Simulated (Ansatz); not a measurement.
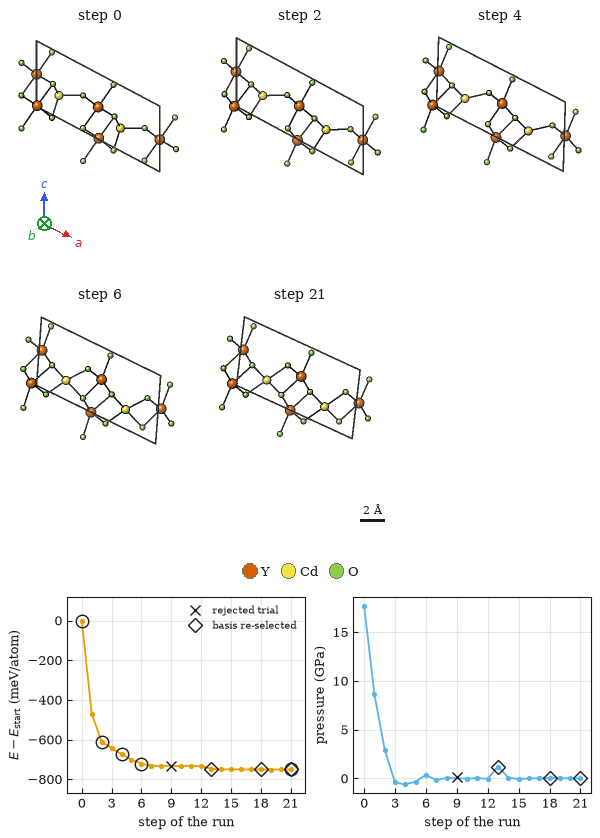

Frames of a relaxation of crystalline Y$_{2}$CdO$_{4}$ (built on the Zr2FeS4-8 type type), marked on the history of the run. A ball-and-stick model of the conventional cell (2 times the calculation's cell), seen along the b axis. Lengths and directions refer to the drawn axes.

Method: Ansatz 0.2.0, DFT, PBEsol, plane waves, PAW. Set-up: plane-wave cutoff 420 eV; k-point mesh 6 × 6 × 4; occupations fermi dirac; smearing width 0.03 eV; no spin polarisation; cell and atoms relaxed; force threshold 0.01 eV/Å; at most 120 steps.

Q: Describe the path.

A: The Cd atom moves most relative to the cell: 0.93 Å along [1 0 −1]. By element the largest moves are Cd 0.93 Å, O 0.65 Å, Y 0.43 Å. The volume changes by +7.4 %, with a 11.947 → 10.916 Å (−8.6 %), b 3.282 → 3.407 Å (+3.8 %), c 5.623 → 5.917 Å (+5.2 %), β 117.9° → 108.1°. Near-neighbour distances that change, for instance: Cd–Y 5.012 → 3.275 Å, Cd–O 3.839 → 2.463 Å, Cd–Y 2.629 → 3.422 Å, Cd–Y 2.640 → 3.275 Å. New bonds form, among them: Cd–O (3.84 → 2.46 Å). Among the angles between lasting bonds that change: O–Cd–O 107.4° → 180.0°, O–Cd–O 113.6° → 83.1°, O–Y–O 86.8° → 113.4°. The space group (tolerance 0.01 Å) goes from Cm (No. 8) to C2/m (No. 12). The energy falls by 751 meV per atom in 17 accepted moves (21 points after the start). The largest force component goes from 6.9 to 0.0018 eV/Å. The pressure goes from 17.71 to 0.01 GPa. The line search rejected the trial step at point 9 of the run. At 3 points the geometry stayed and the basis and grid were re-selected for the new cell (energy shift of 14.9 meV per atom at most each time). The run took 110 s on 4 threads of Arm Neoverse V1 (shared host), peak memory 0.51 GiB. From step 0 to 2: an O atom moves most (0.32 Å), volume +12.8 %, energy −610 meV per atom. From step 2 to 4: the Cd atom moves most (0.35 Å), volume +2.2 %, energy −63.5 meV per atom. From step 4 to 6: the Cd atom moves most (0.37 Å), volume −6.3 %, energy −47.2 meV per atom. From step 6 to 21: an O atom moves most (0.13 Å), volume −0.6 %, energy −29.6 meV per atom.

```csv
step,"E − E(0), meV/atom","largest force component, eV/Å","pressure, GPa","volume, Å³/atom",note
0,0.00,6.9325,17.71,13.915,
1,-469.59,1.9322,8.62,14.728,
2,-610.27,0.8953,2.97,15.690,
3,-643.38,0.7332,-0.41,16.325,
4,-673.77,0.4831,-0.61,16.029,
5,-700.20,0.8294,-0.32,15.524,
6,-720.96,0.7293,0.37,15.026,
7,-732.00,0.0831,-0.17,14.895,
8,-732.33,0.0991,0.06,14.851,
9,-731.93,0.1655,0.17,14.884,rejected
10,-732.42,0.0210,0.00,14.886,
11,-732.46,0.0094,0.03,14.878,
12,-732.45,0.0049,-0.02,14.882,
13,-747.38,0.0070,1.23,14.882,"same geometry, new basis"
14,-749.80,0.0545,0.07,14.960,
15,-750.03,0.0284,-0.05,14.955,
16,-750.07,0.0104,0.00,14.944,
17,-750.07,0.0039,0.01,14.945,
18,-750.55,0.0040,0.04,14.945,"same geometry, new basis"
19,-750.62,0.0081,0.04,14.934,
20,-750.60,0.0019,0.01,14.941,
21,-750.58,0.0018,0.01,14.941,"same geometry, new basis"
```
